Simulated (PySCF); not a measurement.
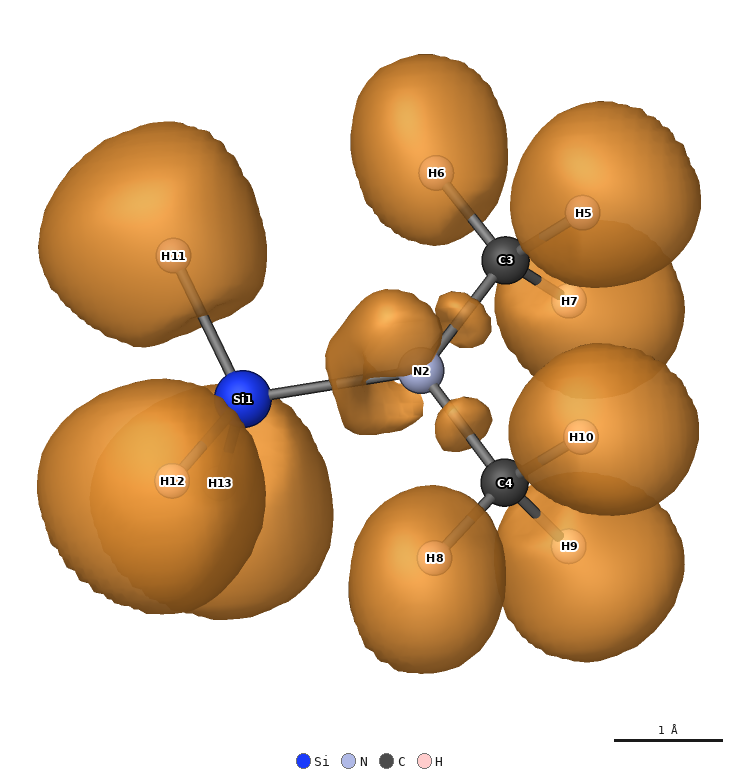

*C2H9NSi (Si(NMe2)H3). Isosurface of the ELF at 0.85 (orange), seen at a tilt. Core shells and regions of very low density are left out.*

Geometry: PBE0-D3(BJ)/def2-SVP.

All numbers below come from PySCF 2.14.0, wB97X-D/def2-SVPD, SCF density, gas phase.

```yaml
atoms:
  - { symbol: Si, position_ang: [-0.0282, -0.0529, -1.6416] }
  - { symbol: N, position_ang: [0.0941, 0.1574, 0.0768] }
  - { symbol: C, position_ang: [1.0818, -0.5560, 0.8456] }
  - { symbol: C, position_ang: [-1.0286, 0.6280, 0.8472] }
  - { symbol: H, position_ang: [1.4411, 0.0632, 1.6885] }
  - { symbol: H, position_ang: [1.9558, -0.8022, 0.2231] }
  - { symbol: H, position_ang: [0.6998, -1.5045, 1.2772] }
  - { symbol: H, position_ang: [-1.7004, 1.2376, 0.2236] }
  - { symbol: H, position_ang: [-1.6327, -0.1926, 1.2871] }
  - { symbol: H, position_ang: [-0.6877, 1.2654, 1.6844] }
  - { symbol: H, position_ang: [1.3575, -0.1080, -2.1983] }
  - { symbol: H, position_ang: [-0.7820, 1.1119, -2.1971] }
  - { symbol: H, position_ang: [-0.7400, -1.2993, -2.0946] }
```

### Describe the localisation domains.

At this value the surface marks out two regions between bonded C–N atoms (shared pairs), nine regions around hydrogen nuclei and one region wrapped around N (its valence shell). Along the contacts the grid gives the following. C–N (1.44 Å): the ELF peaks at about 0.95 between the atoms, as expected for a covalent bond. Si–N (1.74 Å): the ELF peaks at about 0.90 between the atoms (a polar covalent bond).
